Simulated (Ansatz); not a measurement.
```xyz
6

B     0.4343    0.0158    0.1084
N     0.7239   -0.0164    1.4726
H     0.0130   -0.1383    2.1951
H     1.6681    0.0799    1.8487
H     1.3461    0.1658   -0.6848
H    -0.7223   -0.1069   -0.2524
```

Method: RKS PBE-D4/def2-SVP in Ansatz 0.2.0.

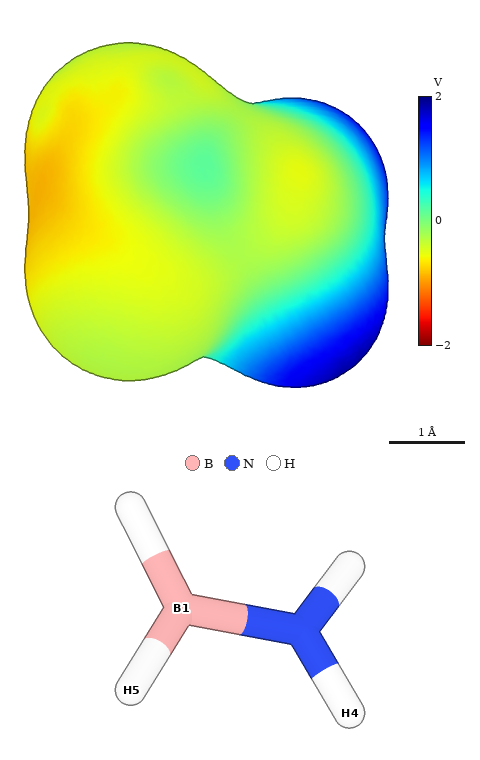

BH₄N. The electrostatic potential painted on the density surface at 0.002 e/bohr³, seen at a tilt; red is negative and blue positive. The bare structure is drawn below in the same view.

Q: Which sites attract a positive test charge, and which a negative one?

A: A positive charge is drawn to the negative regions and a negative charge to the positive ones. The most negative region (about −0.9 V) lies over H6, the most positive (about +1.9 V) over H3 and H4.
